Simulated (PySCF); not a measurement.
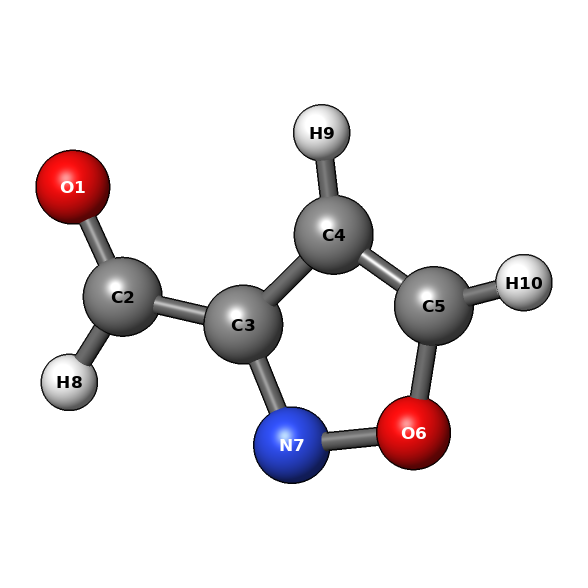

The species has charge −1 and is a spin doublet. Computed geometry: GFN2-xTB optimisation. No frequency run is at hand to confirm it as a minimum. Computed with UKS B3LYP, pcH-1 on C H N O, non-relativistic (PySCF 2.14.0). Fermi-contact and spin-dipolar terms alone, no spin-orbit part.

Question. Which nucleus has the largest dipolar (anisotropic) hyperfine coupling?

Answer. 17O at O1: principal values −93.1, 45.5, 47.5 MHz.

List the isotropic and dipolar parts for the most strongly coupled nuclei, one of each equivalent set.

```json
{"atom": "O1", "isotope": "17O", "a_iso (MHz)": "−24.4", "dipolar part (MHz)": "−93.1, 45.5, 47.5"}
{"atom": "N7", "isotope": "14N", "a_iso (MHz)": "20.2", "dipolar part (MHz)": "−22.9, −21.3, 44.2"}
{"atom": "C2", "isotope": "13C", "a_iso (MHz)": "6.3", "dipolar part (MHz)": "−23.1, −19.3, 42.4"}
{"atom": "O6", "isotope": "17O", "a_iso (MHz)": "−14.0", "dipolar part (MHz)": "−40.2, 19.0, 21.3"}
{"atom": "H8", "isotope": "1H", "a_iso (MHz)": "−20.3", "dipolar part (MHz)": "−8.8, −3.3, 12.2"}
{"atom": "C3", "isotope": "13C", "a_iso (MHz)": "−18.7", "dipolar part (MHz)": "−7.8, −2.9, 10.7"}
{"atom": "H9", "isotope": "1H", "a_iso (MHz)": "−0.3", "dipolar part (MHz)": "−2.3, −0.6, 2.9"}
{"atom": "H10", "isotope": "1H", "a_iso (MHz)": "−0.8", "dipolar part (MHz)": "−1.6, −0.8, 2.4"}
```
